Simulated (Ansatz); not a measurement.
**C₃H₉Al: density, localisation and related maps**

The calculation's input:

```
crystal:
  periodic: [false, false, false]
  atoms:
    - {symbol: C, position_ang: [-0.510771, 1.702586, -0.824922]}
    - {symbol: C, position_ang: [1.219019, -0.024291, 1.538107]}
    - {symbol: C, position_ang: [-0.700241, -1.690327, -0.720261]}
    - {symbol: Al, position_ang: [0.007052, -0.004416, -0.005834]}
    - {symbol: H, position_ang: [0.378056, 2.276808, -1.141167]}
    - {symbol: H, position_ang: [-1.036859, 2.343369, -0.094756]}
    - {symbol: H, position_ang: [-1.167343, 1.593061, -1.702558]}
    - {symbol: H, position_ang: [1.588366, 0.972833, 1.825614]}
    - {symbol: H, position_ang: [2.097843, -0.664791, 1.345610]}
    - {symbol: H, position_ang: [0.718828, -0.459896, 2.421657]}
    - {symbol: H, position_ang: [-0.463782, -1.796390, -1.793855]}
    - {symbol: H, position_ang: [-1.802723, -1.712126, -0.653034]}
    - {symbol: H, position_ang: [-0.319361, -2.585911, -0.204360]}
basis:
  gaussian: {orbitals: def2-TZVPD}
hamiltonian: {xc: {name: PBE0}}
output: {forces: true, orbitals: {seedname: orbitals}}
```

Command:

```sh
ansatz run input.yaml --threads 2 --pin off --max-ram 5220MiB --events-out events.jsonl --progress --plain --runs-dir runs
```

Geometry: PBE0-D4/def2-SVP.

The calculation used isolated molecule in a Gaussian basis; Kohn-Sham density functional theory, functional PBE0 in Ansatz.

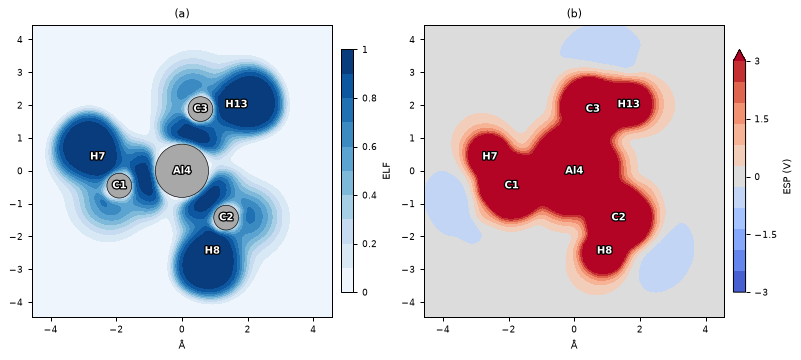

Figure 1. (a) electron localisation function; (b) molecular electrostatic potential on the plane of atoms Al4, C3 and H13. Grey discs cover the atomic cores in the ELF map.

> Interpret the plot.

The section cuts through C, Al and H sites.
C–Al (1.96 Å): the ELF peaks at about 0.95 between the atoms, as expected for a shared but strongly polarised pair.
C–H (1.10 Å): the ELF climbs to about 1 towards the hydrogen, as it does in any bond to H; a covalent bond by its length.
Outside the dense part of the molecule the potential is most negative (−0.6 V) near C1, C2 and C3.

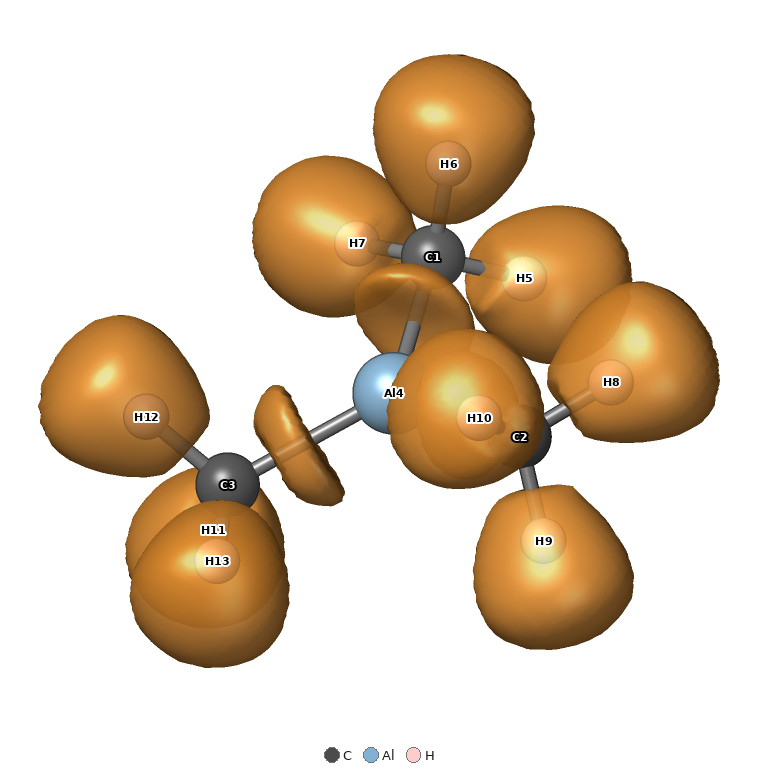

Figure 2. Isosurface of the ELF at 0.85 (orange), seen at an oblique angle. Only the valence region is drawn (cores and ρ < 0.01 e/Å³ removed).

> Describe the localisation domains.

The ELF exceeds this value in three regions between bonded Al–C atoms (shared pairs) and nine regions around hydrogen nuclei.

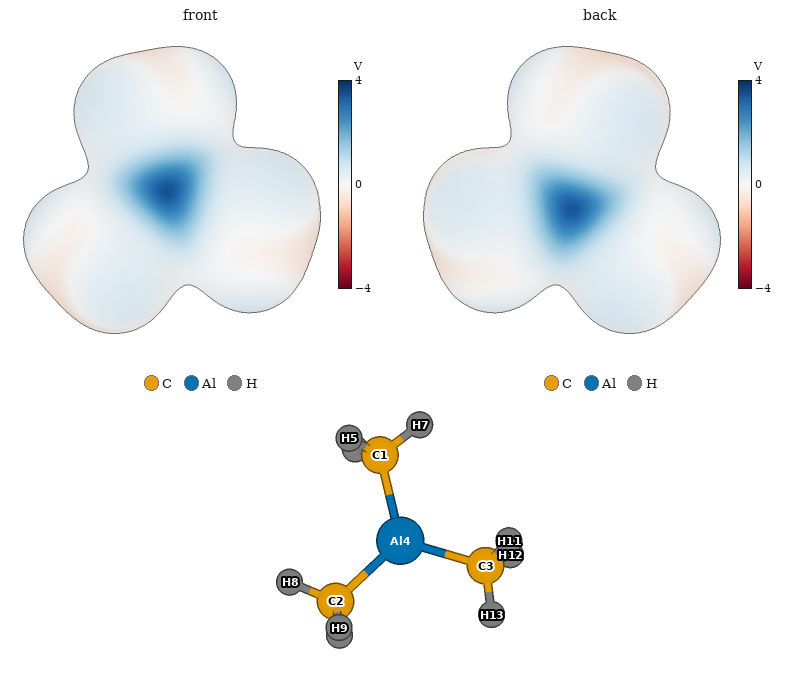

Figure 3. The molecular electrostatic potential painted on the density surface at 0.002 e/bohr³, seen from the front and from behind; the colour scale runs from red (negative) to blue (positive). The bare structure is drawn below in the same view.

> Describe the electrostatic potential map.

The most negative region (about −0.5 V) lies over C1, C2 and C3, the most positive (about +3.2 V) over Al4.

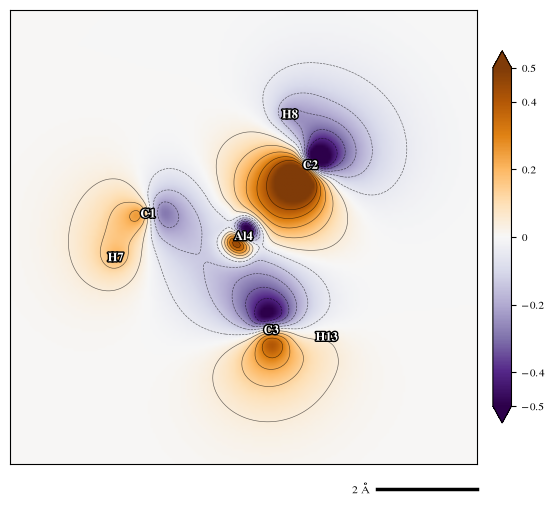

Figure 4. The HOMO on the plane of atoms C1, Al4 and C3 (values in Å⁻³ᐟ²; the overall sign is arbitrary).

> Describe this orbital and give its energy.

By Hirshfeld shares it lies mainly on C2 (about 40 %), Al4 (about 20 %) and C3 (about 15 %). It is one of a degenerate set, so its orientation is arbitrary. Its energy is −7.55 eV.
